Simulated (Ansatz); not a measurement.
**Lutetium, bcc under LDA: structure, energy and stiffness, part 1 of 2**

The plan for lutetium in the bcc structure: relax it, solve it on a dense k-mesh, switch on spin-orbit coupling, then scale the cell to 7 volumes from 88 to 112 % of the relaxed one and try a fit of the equation of state. The k-meshes are 11×11×11 for the relaxation; 19×19×19 for the dense run; 12×12×12 for spin-orbit coupling; 13×13×13 for the volumes.

This is Lu in the bcc structure; at room conditions it is hcp.

Program: Ansatz 0.2.0. Level of theory: DFT LDA (PW92), plane waves (420 eV) with PAW, scalar-relativistic; PBE-made PAW files. These are calculated values, not measurements.

## Step 1: The structure to begin with

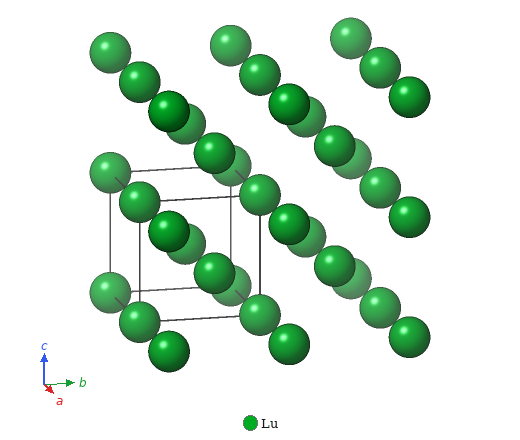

The structure, seen slightly off an axis (lutetium green). 2×2×2 conventional cells are drawn; the run uses a primitive one. Any atoms on the faces are drawn again on the opposite ones.

Structure file:

```cif
data_structure
_symmetry_space_group_name_H-M 'P 1'
_symmetry_Int_Tables_number 1
_cell_length_a 3.3713
_cell_length_b 3.3713
_cell_length_c 3.3713
_cell_angle_alpha 109.471
_cell_angle_beta 109.471
_cell_angle_gamma 109.471
_cell_volume 29.50
loop_
_atom_site_label
_atom_site_type_symbol
_atom_site_fract_x
_atom_site_fract_y
_atom_site_fract_z
_atom_site_occupancy
Lu1 Lu 0.00000 0.00000 0.00000 1
```

## Step 2: Geometry optimisation

The input, input.yaml:

```yaml
crystal:
  lattice:
    - [-1.9464185914, 1.9464185914, 1.9464185914]
    - [1.9464185914, -1.9464185914, 1.9464185914]
    - [1.9464185914, 1.9464185914, -1.9464185914]
  atoms:
    - { symbol: Lu, position: [0.0, 0.0, 0.0] }
hamiltonian:
  xc: lda
  pseudopotentials:
    kind: paw
    azcp:
      Lu: "pseudopotentials/Lu.paw.azcp"
basis:
  ecutwfc: 420
  fft_grid_basis: typed
kpoints:
  mp_grid: { grid: [11, 11, 11], shift: [0, 0, 0] }
magnetization:
  spin_polarized: false
scf:
  occupations: { method: fermi_dirac, width: 0.1 }
relax:
  max_steps: 60
  f_tol: 0.01
  cell: {}
```

Command:

```sh
ansatz run input.yaml --threads 2 --pin off --max-ram 5120MiB --backend cpu --events-out ev --progress --plain --runs-dir out
```

What it wrote (excerpt; [...] marks lines left out):

```text
Warning: <dir> the record states the generating functional pbe (its physics header spells it `PBE`), which answers neither for hamiltonian.xc's functional nor for the lda family's — results may be inconsistent (PPs are generated against a specific XC)
Warning: RAYON_NUM_THREADS=2 ignored (pool sized by the plan → 2); use --threads N
[...]
Pseudopotentials: kind: paw
Pseudopotential: Lu, paw, valence charge 25, recommended cutoff 420 eV (normal), <dir>
Functional definition: SPW92
[...]
Crystal: 1 atoms, lattice volume = 29.496 Å³
Basis set: ecut = 420 eV, 603 PW (Γ)
Bands: 17, of which v1, the nominal top of the filled ones, is band 13 counted from 1 (12 counted from 0)
Symmetry: 48 space group operations
Space group: Im-3m (ITA 229), of the structure as read, at distance tolerance 3.1e-5 Å
k-points: 56 of 1331
[...]
SCF iter   1: F=—  HF=-14492.815239 eV  |F-HF|=—  |Δ(HF+E_count)|=         —  Δρ=3.33e-3  dr2=2.14e-3  ethr=1.77e-3  ⟨swp⟩=5.4  Hψ=5224  notcnv=0
[...]
relax step   1: F+E_penalty+E_count = -14492.81185987 eV  Δ(F+E_penalty+E_count) = +0.000e0 eV  max|allowed force component| = 0.000e0 eV/Å  Δτ_max = 0.0000 Å  P = -4.826 GPa  Ω = 29.496 Å³  (8 SCF iters, dr2 threshold 1.00e-7 eV, accepted)
[...]
relax step   3: F+E_penalty+E_count = -14492.86546055 eV  Δ(F+E_penalty+E_count) = -2.604e-4 eV  max|allowed force component| = 0.000e0 eV/Å  Δτ_max = 0.0000 Å  P = +0.046 GPa  Ω = 26.236 Å³  energy of the carried Pulay correction = +8.176e-4 eV  (4 SCF iters, dr2 threshold 1.00e-7 eV, accepted)
[...]
relax step   4: F+E_penalty+E_count = -14492.86488807 eV  Δ(F+E_penalty+E_count) = +5.725e-4 eV  max|allowed force component| = 0.000e0 eV/Å  Δτ_max = 0.0000 Å  P = +0.022 GPa  Ω = 26.236 Å³  stress off target by 2.24e-2 GPa  SCF on the basis re-selected at this cell (its energy is not [...]
SCF converged after 7 iterations
Free energy (F): -14492.864888 eV
[...]
E sigma→0 (E₀):  -14492.831013 eV
Entropy (-TS):   -0.067750 eV (-67.750 meV/atom)
Fermi energy:    15.247489 eV
[...]
--- Forces (eV/Å), atoms counted from 1 ---
  atom   1  Lu     0.00000000     0.00000000     0.00000000
[...]
--- Stress (GPa, compression-positive) ---
        0.022439       0.000000       0.000000
       -0.000000       0.022439       0.000000
       -0.000000      -0.000000       0.022439
  P = ⅓ Tr σ = 0.0224 GPa (0.224 kbar)
--- Relaxed structure (3 steps of the walk, 3 accepted, 1 SCFs on fresh bases) ---
  F+E_penalty+E_count = -14492.86488807 eV   max|allowed force component| = 0.000e0 eV/Å   (the final SCF, on the basis selected at the relaxed cell)
  cell:  # Å, volume = 26.2360 Å³
    - [-1.8718843179733233, 1.8718843179733233, 1.8718843179733233]
    - [1.8718843179733233, -1.8718843179733233, 1.8718843179733233]
    - [1.8718843179733233, 1.8718843179733233, -1.8718843179733233]
  atoms:
    - { symbol: Lu, position: [0.0, 0.0, 0.0] }
```

Wall time 4.4 s (2 threads of Arm Neoverse V1, shared host); peak memory 0.3 GiB.

Step by step:

| step | energy change (meV/atom) | largest force (eV/Å) | pressure (GPa) | volume (Å³/atom) |
| --- | --- | --- | --- | --- |
| 1 | 0.00 | 0.0000 | -4.83 | 29.496 |
| 2 | -53.34 | 0.0000 | -0.35 | 26.449 |
| 3 | -53.60 | 0.0000 | 0.05 | 26.236 |
| 4 | -53.03 | 0.0000 | 0.02 | 26.236 |

Steps that repeat a cell are solved on a basis chosen anew, so their changes of energy are no gain of the relaxation.

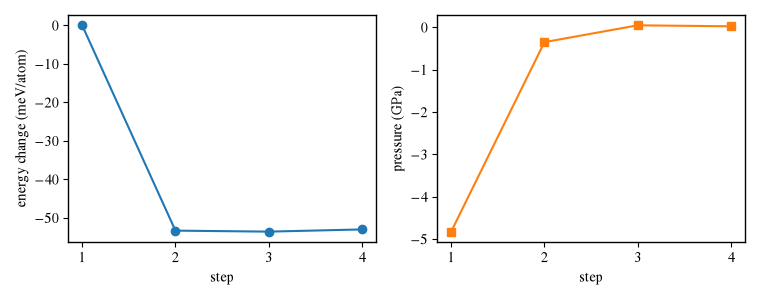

Energy and pressure over the accepted steps.

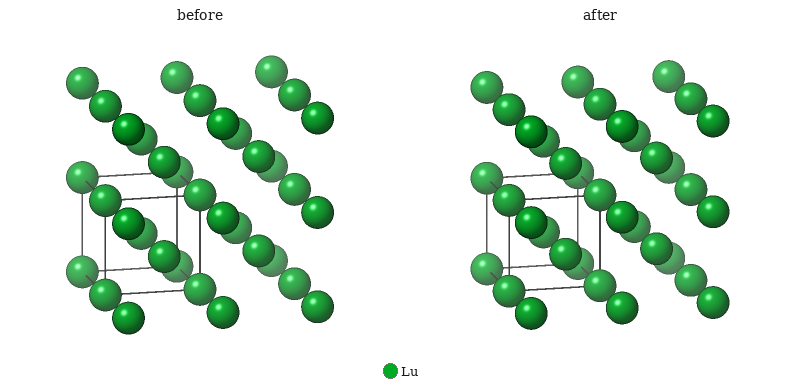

Before and after, at one scale. The cells drawn are those of the first picture.

Changes in the cell that was computed:

|  | before | after | change |
| --- | --- | --- | --- |
| a (Å) | 3.371 | 3.242 | -3.8 % |
| b (Å) | 3.371 | 3.242 | -3.8 % |
| c (Å) | 3.371 | 3.242 | -3.8 % |
| volume (Å³/atom) | 29.496 | 26.236 | -11.1 % |
| shortest distance (Å) | 3.371 | 3.242 | -3.8 % |
| space group (spins left aside) | Im-3m | Im-3m | same |

## Step 3: Dense single point

The input, input.yaml:

```yaml
crystal:
  lattice:
    - [-1.871884318, 1.871884318, 1.871884318]
    - [1.871884318, -1.871884318, 1.871884318]
    - [1.871884318, 1.871884318, -1.871884318]
  atoms:
    - { symbol: Lu, position: [0.0, 0.0, 0.0] }
hamiltonian:
  xc: lda
  pseudopotentials:
    kind: paw
    azcp:
      Lu: "pseudopotentials/Lu.paw.azcp"
basis:
  ecutwfc: 420
  fft_grid_basis: typed
kpoints:
  mp_grid: { grid: [19, 19, 19], shift: [0, 0, 0] }
magnetization:
  spin_polarized: false
scf:
  occupations: { method: fermi_dirac, width: 0.1 }
```

Command:

```sh
ansatz run input.yaml --threads 2 --pin off --max-ram 5120MiB --backend cpu --events-out ev --progress --plain --runs-dir out
```

What it wrote (excerpt; [...] marks lines left out):

```text
Warning: <dir> the record states the generating functional pbe (its physics header spells it `PBE`), which answers neither for hamiltonian.xc's functional nor for the lda family's — results may be inconsistent (PPs are generated against a specific XC)
Warning: RAYON_NUM_THREADS=2 ignored (pool sized by the plan → 2); use --threads N
[...]
[... 3 set-up lines as earlier in the session ...]
[...]
Crystal: 1 atoms, lattice volume = 26.236 Å³
Basis set: ecut = 420 eV, 531 PW (Γ)
Bands: 17, of which v1, the nominal top of the filled ones, is band 13 counted from 1 (12 counted from 0)
[... 1 set-up line as earlier in the session ...]
Space group: Im-3m (ITA 229), of the structure as read, at distance tolerance 3.0e-5 Å
k-points: 220 of 6859
[...]
SCF iter   1: F=—  HF=-14492.867912 eV  |F-HF|=—  |Δ(HF+E_count)|=         —  Δρ=3.84e-3  dr2=2.18e-3  ethr=1.77e-3  ⟨swp⟩=5.2  Hψ=21132  notcnv=0
[...]
SCF iter   9: F=-14492.864453 eV  HF=-14492.864453 eV  |F-HF|=7.02e-10  |Δ(HF+E_count)|=   2.92e-8  Δρ=8.77e-7  dr2=5.77e-11  ethr=2.15e-11  ⟨swp⟩=4.6  Hψ=13131  notcnv=0
[...]
SCF converged after 9 iterations
Free energy (F): -14492.864453 eV
[...]
E sigma→0 (E₀):  -14492.830790 eV
Entropy (-TS):   -0.067324 eV (-67.324 meV/atom)
Fermi energy:    15.247642 eV
[...]
```

It took 3.5 s on 2 threads of Arm Neoverse V1, shared host; peak memory 0.35 GiB.

## Step 4: Spin-orbit coupling switched on

input.yaml: that of step 3 with these lines changed.

```diff
@@ -10,3 +10,3 @@
   pseudopotentials:
-    kind: paw
+    kind: paw_fr
     azcp:
@@ -17,6 +17,12 @@
 kpoints:
-  mp_grid: { grid: [19, 19, 19], shift: [0, 0, 0] }
+  mp_grid: { grid: [12, 12, 12], shift: [0, 0, 0] }
 magnetization:
-  spin_polarized: false
+  noncollinear: true
+  spin_orbit: true
 scf:
   occupations: { method: fermi_dirac, width: 0.1 }
+output:
+  write_density: true
+  write_potential: true
+  elf: true
+  volumetric_format: npy
```

Command:

```sh
ansatz run input.yaml --threads 2 --pin off --max-ram 5120MiB --backend cpu --events-out ev --progress --plain --runs-dir out
```

What it wrote (excerpt; [...] marks lines left out):

```text
Warning: <dir> the record states the generating functional pbe (its physics header spells it `PBE`), which answers neither for hamiltonian.xc's functional nor for the lda family's — results may be inconsistent (PPs are generated against a specific XC)
Warning: RAYON_NUM_THREADS=2 ignored (pool sized by the plan → 2); use --threads N
[...]
Pseudopotentials: kind: paw_fr
Pseudopotential: Lu, paw_fr, valence charge 25, recommended cutoff 420 eV (normal), <dir>
[... 1 set-up line as earlier in the session ...]
[...]
non-collinear run that drives no moment, with spin-orbit: no starting moment large enough to seed its density (crystal.atoms[].spin), no starting occupations that ask for one, no magnetisation constraint and no magnetic field, so the semilocal B_xc is pinned to zero
Crystal: 1 atoms, lattice volume = 26.236 Å³
Basis set: ecut = 420 eV, 531 PW (Γ)
Bands: 34, of which v1, the nominal top of the filled ones, is band 25 counted from 1 (24 counted from 0)
Symmetry: 48 space group operations + 48 with time reversal
[...]
k-points: 72 of 1728
Projection manifold: j_resolved (fully-relativistic pseudo-atomic orbitals)
[...]
SCF iter   1: F=—  HF=-14509.324867 eV  |F-HF|=—  |Δ(HF+E_count)|=         —  Δρ=2.04e-2  dr2=1.45e-1  dr2_m=0.00e0 (ungated)  ethr=3.10e-3  |M|=0.00e0 ∫|m|=0.00e0 μB  |m|>n=0.0e0 m-floor=0.0e0 τ_xc=0.0e0  β_m=0.30  ⟨swp⟩=7.7  Hψ=7146  notcnv=0  defer=18
[...]
spin=Noncollinear: Kerker preconditioning applied to the charge; magnetization (m_x, m_y, m_z) channels mix plain (no charge-response kernel on spin).
[...]
SCF iter   9: F=-14509.270700 eV  HF=-14509.270700 eV  |F-HF|=2.94e-9  |Δ(HF+E_count)|=   4.62e-8  Δρ=4.35e-6  dr2=4.81e-9  dr2_m=0.00e0 (ungated)  ethr=4.00e-10  |M|=0.00e0 ∫|m|=0.00e0 μB  |m|>n=0.0e0 m-floor=0.0e0 τ_xc=0.0e0  ⟨swp⟩=4.2  Hψ=3834  notcnv=0
[...]
SCF converged after 9 iterations
Magnetization: |M| = 0.0000 μB,  M = (+0.0000, +0.0000, +0.0000) μB
Absolute magnetization: 0.0000 μB (∫|m|)
  site 0: m = (+0.0000, +0.0000, +0.0000) μB, |m| = 0.0000 μB  (R = 1.34 Å)
Free energy (F): -14509.270700 eV
[...]
E sigma→0 (E₀):  -14509.239198 eV
Entropy (-TS):   -0.063003 eV (-63.003 meV/atom)
Fermi energy:    15.235585 eV
[...]
--- Band table (eV; the first three rows and the last of 72) ---
[...]
```

Run time: 9.7 s. Hardware: 2 threads of Arm Neoverse V1, shared host; peak memory 0.44 GiB.

With and without spin-orbit coupling:

|  | scalar-relativistic | with spin-orbit coupling |
| --- | --- | --- |
| k-mesh | 19×19×19 | 12×12×12 |
| gap on the mesh | none (levels filled in part) | none (levels filled in part) |

The meshes differ, so small differences between the columns need not come from spin-orbit coupling.

Axes a, b and c in the maps are those of this run's conventional cell (a, b, c = 3.744, 3.744, 3.744 Å).

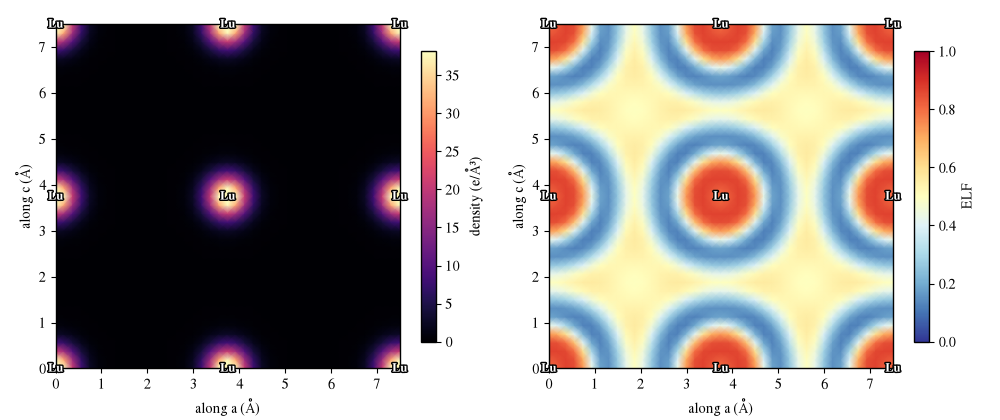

Density (left) and ELF (right) in a lattice plane of the grid's cell (edges 3.74 and 3.74 Å, at 0.000 of the third edge), which holds Lu. Only atoms in the plane are labelled; the density scale stops at 38.15 e/Å³. Both are smooth fields of the valence electrons: close to the nuclei they are not physical.

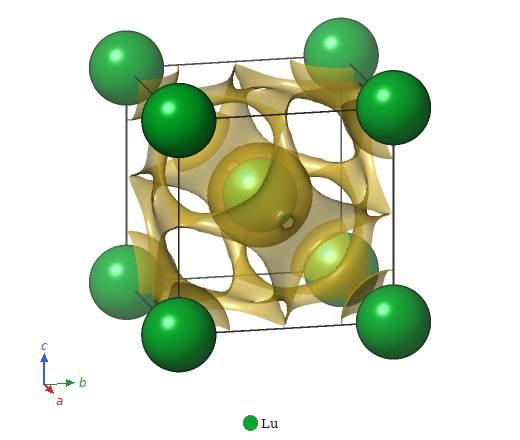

Surface of ELF = 0.50, drawn in one cell.

The highest ELF values outside the cores: 0.56 between the atoms, 2.1 Å from Lu.

## Step 5: Volume × 0.88

The input, input.yaml:

```yaml
crystal:
  lattice:
    - [-1.7937967383, 1.7937967383, 1.7937967383]
    - [1.7937967383, -1.7937967383, 1.7937967383]
    - [1.7937967383, 1.7937967383, -1.7937967383]
  atoms:
    - { symbol: Lu, position: [0.0, 0.0, 0.0] }
hamiltonian:
  xc: lda
  pseudopotentials:
    kind: paw
    azcp:
      Lu: "pseudopotentials/Lu.paw.azcp"
basis:
  ecutwfc: 420
  fft_grid_basis: typed
kpoints:
  mp_grid: { grid: [13, 13, 13], shift: [0, 0, 0] }
magnetization:
  spin_polarized: false
scf:
  occupations: { method: fermi_dirac, width: 0.1 }
  lower_state_search: "off"
output:
  stress: true
```

Command:

```sh
ansatz run input.yaml --threads 2 --pin off --max-ram 5120MiB --backend cpu --events-out ev --progress --plain --runs-dir out
```

What it wrote (excerpt; [...] marks lines left out):

```text
Warning: <dir> the record states the generating functional pbe (its physics header spells it `PBE`), which answers neither for hamiltonian.xc's functional nor for the lda family's — results may be inconsistent (PPs are generated against a specific XC)
Warning: RAYON_NUM_THREADS=2 ignored (pool sized by the plan → 2); use --threads N
[...]
[... 3 set-up lines as earlier in the session ...]
[...]
Crystal: 1 atoms, lattice volume = 23.088 Å³
Basis set: ecut = 420 eV, 429 PW (Γ)
Bands: 17, of which v1, the nominal top of the filled ones, is band 13 counted from 1 (12 counted from 0)
[... 1 set-up line as earlier in the session ...]
Space group: Im-3m (ITA 229), of the structure as read, at distance tolerance 2.8e-5 Å
k-points: 84 of 2197
[...]
SCF iter   1: F=—  HF=-14492.797472 eV  |F-HF|=—  |Δ(HF+E_count)|=         —  Δρ=4.48e-3  dr2=2.30e-3  ethr=1.77e-3  ⟨swp⟩=5.5  Hψ=8324  notcnv=0
[...]
SCF iter   7: F=-14492.794558 eV  HF=-14492.794558 eV  |F-HF|=3.84e-8  |Δ(HF+E_count)|=   3.27e-7  Δρ=1.26e-5  dr2=1.75e-8  ethr=4.00e-10  ⟨swp⟩=7.0  Hψ=7656  notcnv=0
[...]
SCF converged after 7 iterations
Free energy (F): -14492.794558 eV
[...]
E sigma→0 (E₀):  -14492.763613 eV
Entropy (-TS):   -0.061889 eV (-61.889 meV/atom)
Fermi energy:    17.526766 eV
[...]
--- Stress (GPa, compression-positive) ---
        7.777514       0.000000       0.000000
       -0.000000       7.777514      -0.000000
        0.000000      -0.000000       7.777514
  P = ⅓ Tr σ = 7.7775 GPa (77.775 kbar)
```

Wall time 1.3 s (2 threads of Arm Neoverse V1, shared host); peak memory 0.29 GiB.

## Step 6: Volume × 0.92

input.yaml: that of step 5 with these lines changed.

```diff
@@ -2,5 +2,5 @@
   lattice:
-    - [-1.7937967383, 1.7937967383, 1.7937967383]
-    - [1.7937967383, -1.7937967383, 1.7937967383]
-    - [1.7937967383, 1.7937967383, -1.7937967383]
+    - [-1.8205737716, 1.8205737716, 1.8205737716]
+    - [1.8205737716, -1.8205737716, 1.8205737716]
+    - [1.8205737716, 1.8205737716, -1.8205737716]
   atoms:
```

Command:

```sh
ansatz run input.yaml --threads 2 --pin off --max-ram 5120MiB --backend cpu --events-out ev --progress --plain --runs-dir out
```

What it wrote (excerpt; [...] marks lines left out):

```text
Warning: <dir> the record states the generating functional pbe (its physics header spells it `PBE`), which answers neither for hamiltonian.xc's functional nor for the lda family's — results may be inconsistent (PPs are generated against a specific XC)
Warning: RAYON_NUM_THREADS=2 ignored (pool sized by the plan → 2); use --threads N
[...]
[... 3 set-up lines as earlier in the session ...]
[...]
Crystal: 1 atoms, lattice volume = 24.137 Å³
Basis set: ecut = 420 eV, 459 PW (Γ)
Bands: 17, of which v1, the nominal top of the filled ones, is band 13 counted from 1 (12 counted from 0)
[... 1 set-up line as earlier in the session ...]
Space group: Im-3m (ITA 229), of the structure as read, at distance tolerance 2.9e-5 Å
k-points: 84 of 2197
[...]
SCF iter   1: F=—  HF=-14492.838417 eV  |F-HF|=—  |Δ(HF+E_count)|=         —  Δρ=4.30e-3  dr2=2.31e-3  ethr=1.77e-3  ⟨swp⟩=5.4  Hψ=8125  notcnv=0
[...]
SCF iter   8: F=-14492.835172 eV  HF=-14492.835172 eV  |F-HF|=2.23e-9  |Δ(HF+E_count)|=   1.21e-7  Δρ=6.04e-6  dr2=1.95e-9  ethr=3.19e-10  ⟨swp⟩=6.2  Hψ=6660  notcnv=0
[...]
SCF converged after 8 iterations
Free energy (F): -14492.835172 eV
[...]
E sigma→0 (E₀):  -14492.803343 eV
Entropy (-TS):   -0.063659 eV (-63.659 meV/atom)
Fermi energy:    16.707657 eV
[...]
--- Stress (GPa, compression-positive) ---
        4.714129       0.000000       0.000000
        0.000000       4.714129      -0.000000
        0.000000      -0.000000       4.714129
  P = ⅓ Tr σ = 4.7141 GPa (47.141 kbar)
```

Run time: 1.5 s. Hardware: 2 threads of Arm Neoverse V1, shared host; peak memory 0.3 GiB.

## Step 7: Volume × 0.96

input.yaml: that of step 6 with these lines changed.

```diff
@@ -2,5 +2,5 @@
   lattice:
-    - [-1.8205737716, 1.8205737716, 1.8205737716]
-    - [1.8205737716, -1.8205737716, 1.8205737716]
-    - [1.8205737716, 1.8205737716, -1.8205737716]
+    - [-1.8465854827, 1.8465854827, 1.8465854827]
+    - [1.8465854827, -1.8465854827, 1.8465854827]
+    - [1.8465854827, 1.8465854827, -1.8465854827]
   atoms:
```

Command:

```sh
ansatz run input.yaml --threads 2 --pin off --max-ram 5120MiB --backend cpu --events-out ev --progress --plain --runs-dir out
```

What it wrote (excerpt; [...] marks lines left out):

```text
Warning: <dir> the record states the generating functional pbe (its physics header spells it `PBE`), which answers neither for hamiltonian.xc's functional nor for the lda family's — results may be inconsistent (PPs are generated against a specific XC)
Warning: RAYON_NUM_THREADS=2 ignored (pool sized by the plan → 2); use --threads N
[...]
[... 3 set-up lines as earlier in the session ...]
[...]
Crystal: 1 atoms, lattice volume = 25.187 Å³
Basis set: ecut = 420 eV, 531 PW (Γ)
Bands: 17, of which v1, the nominal top of the filled ones, is band 13 counted from 1 (12 counted from 0)
[... 2 set-up lines as earlier in the session ...]
k-points: 84 of 2197
[...]
SCF iter   1: F=—  HF=-14492.860449 eV  |F-HF|=—  |Δ(HF+E_count)|=         —  Δρ=4.06e-3  dr2=2.27e-3  ethr=1.77e-3  ⟨swp⟩=5.2  Hψ=8062  notcnv=0
[...]
SCF iter   9: F=-14492.857418 eV  HF=-14492.857418 eV  |F-HF|=1.35e-9  |Δ(HF+E_count)|=   1.99e-8  Δρ=1.99e-6  dr2=2.31e-10  ethr=4.22e-11  ⟨swp⟩=5.1  Hψ=5734  notcnv=0
[...]
SCF converged after 9 iterations
Free energy (F): -14492.857418 eV
[...]
E sigma→0 (E₀):  -14492.824579 eV
Entropy (-TS):   -0.065678 eV (-65.678 meV/atom)
Fermi energy:    15.949978 eV
[...]
--- Stress (GPa, compression-positive) ---
        2.153393       0.000000       0.000000
        0.000000       2.153393      -0.000000
        0.000000      -0.000000       2.153393
  P = ⅓ Tr σ = 2.1534 GPa (21.534 kbar)
```

Run time: 1.7 s. Hardware: 2 threads of Arm Neoverse V1, shared host; peak memory 0.3 GiB.

## Step 8: Volume × 1.0

input.yaml: that of step 7 with these lines changed.

```diff
@@ -2,5 +2,5 @@
   lattice:
-    - [-1.8465854827, 1.8465854827, 1.8465854827]
-    - [1.8465854827, -1.8465854827, 1.8465854827]
-    - [1.8465854827, 1.8465854827, -1.8465854827]
+    - [-1.871884318, 1.871884318, 1.871884318]
+    - [1.871884318, -1.871884318, 1.871884318]
+    - [1.871884318, 1.871884318, -1.871884318]
   atoms:
@@ -25 +25,5 @@
   stress: true
+  write_density: true
+  write_potential: true
+  elf: true
+  volumetric_format: npy
```

Command:

```sh
ansatz run input.yaml --threads 2 --pin off --max-ram 5120MiB --backend cpu --events-out ev --progress --plain --runs-dir out
```

What it wrote (excerpt; [...] marks lines left out):

```text
Warning: <dir> the record states the generating functional pbe (its physics header spells it `PBE`), which answers neither for hamiltonian.xc's functional nor for the lda family's — results may be inconsistent (PPs are generated against a specific XC)
Warning: RAYON_NUM_THREADS=2 ignored (pool sized by the plan → 2); use --threads N
[...]
[... 3 set-up lines as earlier in the session ...]
[...]
Crystal: 1 atoms, lattice volume = 26.236 Å³
Basis set: ecut = 420 eV, 531 PW (Γ)
Bands: 17, of which v1, the nominal top of the filled ones, is band 13 counted from 1 (12 counted from 0)
[... 2 set-up lines as earlier in the session ...]
k-points: 84 of 2197
[...]
SCF iter   1: F=—  HF=-14492.867143 eV  |F-HF|=—  |Δ(HF+E_count)|=         —  Δρ=3.83e-3  dr2=2.21e-3  ethr=1.77e-3  ⟨swp⟩=5.3  Hψ=8092  notcnv=0
[...]
SCF iter   8: F=-14492.864271 eV  HF=-14492.864271 eV  |F-HF|=5.70e-9  |Δ(HF+E_count)|=   1.00e-7  Δρ=3.74e-6  dr2=6.64e-10  ethr=7.94e-11  ⟨swp⟩=11.5  Hψ=12133  notcnv=0
[...]
SCF converged after 8 iterations
Free energy (F): -14492.864271 eV
[...]
E sigma→0 (E₀):  -14492.830426 eV
Entropy (-TS):   -0.067689 eV (-67.689 meV/atom)
Fermi energy:    15.246748 eV
[...]
--- Stress (GPa, compression-positive) ---
       -0.001393      -0.000000      -0.000000
       -0.000000      -0.001393       0.000000
        0.000000       0.000000      -0.001393
  P = ⅓ Tr σ = -0.0014 GPa (-0.014 kbar)
--- Band table (eV; the first three rows and the last of 84) ---
  k-point 0: bands = ["-40.8831", "-11.2452", "-11.2452", "-11.2452", "8.8143", "10.2292", "10.2292", "10.2292", "10.3528", "10.3528", "10.3528", "10.3798", "17.3615", "17.3615", "17.3615", "19.8870", "19.8870"]
[...]
```

Wall time 2.6 s (2 threads of Arm Neoverse V1, shared host); peak memory 0.31 GiB.

(Continued in part 2 of 2.)
